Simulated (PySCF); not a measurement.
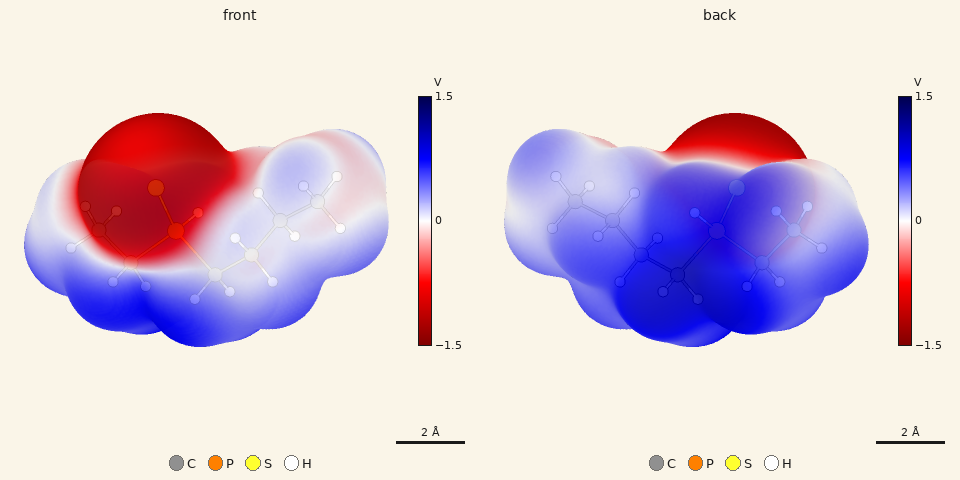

The picture shows: C₆H₁₅PS. The electrostatic potential painted on the density surface at 0.001 e/bohr³, seen from the front and from behind; red is negative and blue positive.

Geometry: GFN2-xTB.

Level of theory: PBE0/pcSseg-1, SCF density, gas phase, non-relativistic (PySCF).

```xyz
23

C    -3.5502    0.3771    0.5720
C    -2.0899   -0.0502    0.6201
C    -1.5958   -0.5337   -0.7387
C    -0.1488   -1.0043   -0.6730
P     0.9754    0.3744   -0.1864
S     0.6690    2.0763   -1.0439
C     2.6650   -0.3300   -0.4072
C     3.6992    0.6483    0.1319
H    -4.1845   -0.4637    0.2985
H    -3.6876    1.1658   -0.1634
H    -3.8728    0.7502    1.5408
H    -1.9637   -0.8437    1.3619
H    -1.4740    0.8029    0.9261
H    -1.6630    0.2922   -1.4525
H    -2.2287   -1.3480   -1.1004
H    -0.0282   -1.8266    0.0370
H     0.1879   -1.3426   -1.6598
H     0.8911    0.3746    1.2121
H     2.7264   -1.2956    0.1006
H     2.8093   -0.4878   -1.4811
H     3.5956    1.6102   -0.3688
H     4.7079    0.2758   -0.0336
H     3.5557    0.8055    1.2008
```

**Where is the surface potential most negative and most positive?**

The most negative region (about −1.3 V, or −30 kcal/mol for a unit charge) lies over S6, the most positive (about +1.0 V, or +23 kcal/mol for a unit charge) over P5, H16 and H19.
